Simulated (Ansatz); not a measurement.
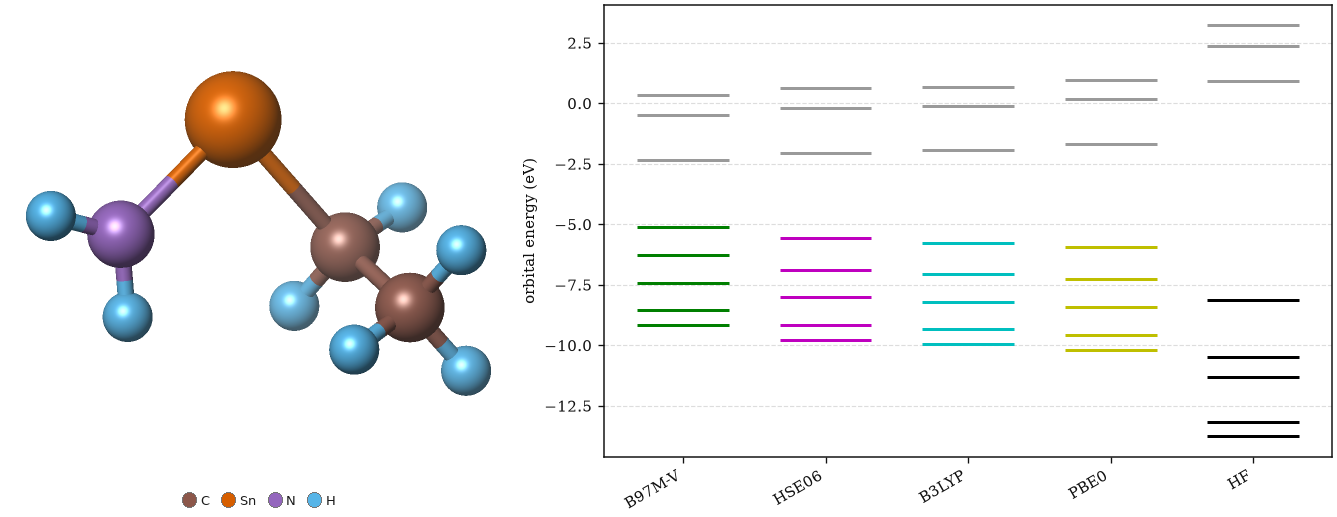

Frontier orbital energies of C₂H₇NSn, SMILES C[CH2][Sn][NH2], singlet at one geometry, def2-TZVPP, the Ansatz code 0.2.0, at a PBE0-D4/def2-TZVP geometry (a minimum by its frequencies). Empty levels are grey, levels within 0.1 eV stand side by side; all columns show the same few orbitals around the gap.

Q: How do the frontier levels move from column to column?

A: The separation grows from 2.76 eV (B97M-V) to 9.03 eV (HF).

| level | HOMO (eV) | LUMO (eV) | separation (eV) |
| --- | --- | --- | --- |
| B97M-V | −5.11 | −2.35 | 2.76 |
| HSE06 | −5.56 | −2.05 | 3.50 |
| B3LYP | −5.78 | −1.93 | 3.85 |
| PBE0 | −5.94 | −1.69 | 4.25 |
| HF | −8.11 | 0.92 | 9.03 |

Limits of at least one run: core potentials past krypton; empty levels above zero depend strongly on the basis; one conformer of a flexible molecule; spin-orbit coupling is left out, and with Sn it can shift these levels and split any degenerate set.
